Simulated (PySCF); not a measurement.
# Zr³⁺: dipole response in aug-cc-pVTZ-DK

Aim: the static polarisability and the C₆ coefficient of Zr³⁺, method by method.

Method: unrestricted determinants in a Gaussian basis, no spin-orbit coupling in the energies. Code: PySCF 2.14.0.

## (1) Starting point

- Element: zirconium (Z = 40)
- Basis: aug-cc-pVTZ-DK (9s8p6d3f2g, 102 functions)
- Hamiltonian: the spin-free X2C one-electron Hamiltonian (Gaussian nucleus)
- State 1: Zr³⁺: [Kr] 4d1, 2D determinant
- Methods: UHF, PBE

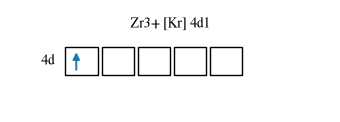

Outer shells as boxes.

The runs were made by one driver on top of PySCF. The scripts below sum up each run's settings (the driver also hands on starting orbitals that pick excited configurations, and frozen orbitals as a list rather than a count), and the logs come from the driver's own runs. The driver starts from symmetry-adapted Hartree-Fock orbitals, holds the occupation by maximum overlap and uses a logarithmic radial grid for functionals, so a plain start would take other cycles.

The integrals over 102 functions and the set-up took 16 s of CPU time.

## (2) Zr³⁺: the ladder of methods

#### UHF

input.py reads:

```python
from pyscf import gto, scf, dft, mp, cc
import basis_set_exchange as bse
mol = gto.M(atom="Zr 0 0 0", charge=3, spin=1, symmetry="D2h",
            basis=gto.basis.parse(bse.get_basis("aug-cc-pVTZ-DK", elements=["Zr"], fmt="nwchem")),
            nucmod="G")
mf = scf.UHF(mol).sfx2c1e()
mf.irrep_nelec = {'Ag': (6, 6), 'B1g': (2, 1), 'B2g': (1, 1), 'B3g': (1, 1), 'B1u': (3, 3), 'B2u': (3, 3), 'B3u': (3, 3)}
mf.kernel()
```

Output:

```text
damping factor = 0
level_shift factor = 0
DIIS = <class 'pyscf.scf.diis.CDIIS'>
diis_start_cycle = 1
diis_space = 10
diis_damp = 0
SCF conv_tol = 1e-09
SCF conv_tol_grad = None
number electrons alpha = 19  beta = 18
cycle= 1 E= -3594.62708983338  delta_E= -0.00402  |g|= 0.0213  |ddm|= 0.0461
cycle= 2 E= -3594.62727484291  delta_E= -0.000185  |g|= 0.00533  |ddm|= 0.0106
cycle= 3 E= -3594.62728851631  delta_E= -1.37e-05  |g|= 0.00051  |ddm|= 0.00604
cycle= 4 E= -3594.6272886953  delta_E= -1.79e-07  |g|= 9.03e-05  |ddm|= 0.00072
cycle= 5 E= -3594.62728869896  delta_E= -3.67e-09  |g|= 1.26e-05  |ddm|= 0.000387
cycle= 6 E= -3594.62728869906  delta_E= -9.28e-11  |g|= 2.02e-06  |ddm|= 4.98e-05
converged SCF energy = -3594.62728869906  <S^2> = 0.75255152  2S+1 = 2.0025499
```

CPU time 45 s on a shared host, the integrals not counted.

Orbital energies by shell (radii are means over both spins):

```
shell  electrons  mean orbital energy (eV)  spread (eV)  rms radius (bohr)
 1s β          1                  -18123.9            0             0.0426
 1s α          1                  -18123.9            0             0.0426
 2s α          1                   -2607.4            0              0.176
 2s β          1                   -2607.3            0              0.176
 2p α          3                   -2322.8        0.010              0.157
 2p β          3                   -2322.6        0.196              0.157
 3s α          1                   -481.79            0              0.487
 3s β          1                   -481.70            0              0.487
 3p α          3                   -386.22        0.274              0.496
 3p β          3                   -386.11        0.439              0.496
 3d α          5                   -228.99        0.851              0.495
 3d β          5                   -228.71        0.506              0.495
 4s α          1                   -95.616            0               1.29
 4s β          1                   -94.428            0               1.29
 4p α          3                   -68.042        0.937               1.44
 4p β          3                   -66.374        1.368               1.44
 4d α          1                   -33.946            0               1.98
```

⟨S²⟩ = 0.753, ⟨L²⟩ = 6.03.

The driver then solved the coupled dipole response at imaginary frequencies: mean α = 5.455 bohr³ (xx, yy, zz: 6.120, 6.120, 4.126), C₆ = 22.25 au for a like pair.

#### PBE

input.py, as changed from the run before:

```diff
@@ -5,3 +5,3 @@
             nucmod="G")
-mf = scf.UHF(mol).sfx2c1e()
+mf = dft.UKS(mol, xc="PBE").sfx2c1e()
 mf.irrep_nelec = {'Ag': (6, 6), 'B1g': (2, 1), 'B2g': (1, 1), 'B3g': (1, 1), 'B1u': (3, 3), 'B2u': (3, 3), 'B3u': (3, 3)}
```

Output:

```text
damping factor = 0
level_shift factor = 0
DIIS = <class 'pyscf.scf.diis.CDIIS'>
diis_start_cycle = 1
diis_space = 10
diis_damp = 0
SCF conv_tol = 1e-09
SCF conv_tol_grad = None
number electrons alpha = 19  beta = 18
XC functionals = PBE
    J. P. Perdew, K. Burke, and M. Ernzerhof.,  Phys. Rev. Lett. 77, 3865 (1996)
    J. P. Perdew, K. Burke, and M. Ernzerhof.,  Phys. Rev. Lett. 78, 1396 (1997)
    J. P. Perdew, K. Burke, and M. Ernzerhof.,  Phys. Rev. Lett. 77, 3865 (1996)
    J. P. Perdew, K. Burke, and M. Ernzerhof.,  Phys. Rev. Lett. 78, 1396 (1997)
cycle= 1 E= -3596.17276022016  delta_E= -0.00752  |g|= 0.0428  |ddm|=  0.9
cycle= 2 E= -3596.17294513007  delta_E= -0.000185  |g|= 0.0122  |ddm|= 0.0787
cycle= 3 E= -3596.17295997469  delta_E= -1.48e-05  |g|= 0.0014  |ddm|= 0.0338
cycle= 4 E= -3596.17296044764  delta_E= -4.73e-07  |g|= 4.53e-05  |ddm|= 0.00737
cycle= 5 E= -3596.1729604483  delta_E= -6.62e-10  |g|= 2.55e-06  |ddm|= 0.00024
converged SCF energy = -3596.1729604483  <S^2> = 0.75056654  2S+1 = 2.0005665
```

It used 29 s of CPU time after the integrals (shared host).

The driver then solved the coupled dipole response at imaginary frequencies: mean α = 5.694 bohr³ (xx, yy, zz: 6.432, 6.432, 4.219), C₆ = 23.03 au for a like pair.

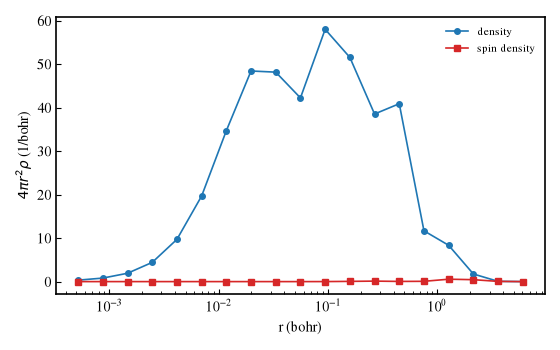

Radial density 4πr²ρ of Zr³⁺ at UHF, without picture-change correction, at 19 stored radii joined by straight lines.

## (3) The response side by side

Zr³⁺, in atomic units:

| method | mean α | C₆ (like pair) | S(−4) |
| --- | --- | --- | --- |
| UHF | 5.455 | 22.25 | 11.51 |
| PBE | 5.694 | 23.03 | 14.40 |

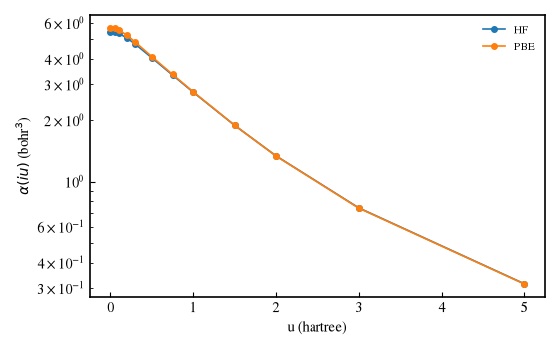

α(iu) of Zr³⁺, the polarisability at imaginary frequency, on a logarithmic scale.

## (4) Summary of results

```
 quantity                             value
α of Zr³⁺  5.455 (UHF) to 5.694 (PBE) bohr³
```

In words: A single London oscillator with the computed α and C₆ of Zr³⁺ at UHF would have ω = 4 C₆ / (3 α²) = 0.997 hartree. All values hold for this basis alone; no basis-set limit was taken.
